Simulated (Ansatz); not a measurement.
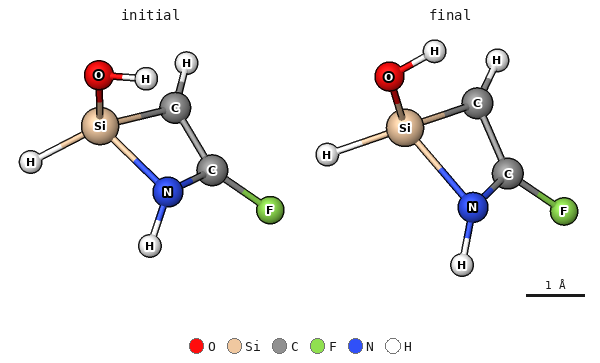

The structure of C2H4FNOSi (coarse preliminary run) before (left) and after (right) a relaxation, at one scale.

The picture is a ball-and-stick view, seen from a free direction.

The start comes from a force field.

The calculation used RKS PBE-D4/def2-SVP in Ansatz. Set-up: force threshold 0.03 eV/Å; at most 200 steps.

Q: What changed between the two?

A: After 11 geometry steps the energy has fallen by 153.3 kJ/mol. Largest force component: 5.6 eV/Å at the start, 0.027 eV/Å at the end. An H atom moves most after the best rigid fit: 0.52 Å. Largest moves by element: H 0.52 Å, N 0.28 Å, F 0.17 Å, O 0.17 Å, Si 0.14 Å, C 0.11 Å. Some distances before and after: N–Si 1.670 → 1.834 Å, C–C 1.314 → 1.371 Å, C–Si 1.788 → 1.843 Å, H–Si 1.440 → 1.492 Å. Among the angles between lasting bonds that change: O–Si–H 119.2° → 104.0°, C–C–N 98.6° → 112.2°, O–Si–N 104.8° → 117.0°. Groups turn about O–Si by about 30°. The run took of the order of 70 core-seconds on a shared host.
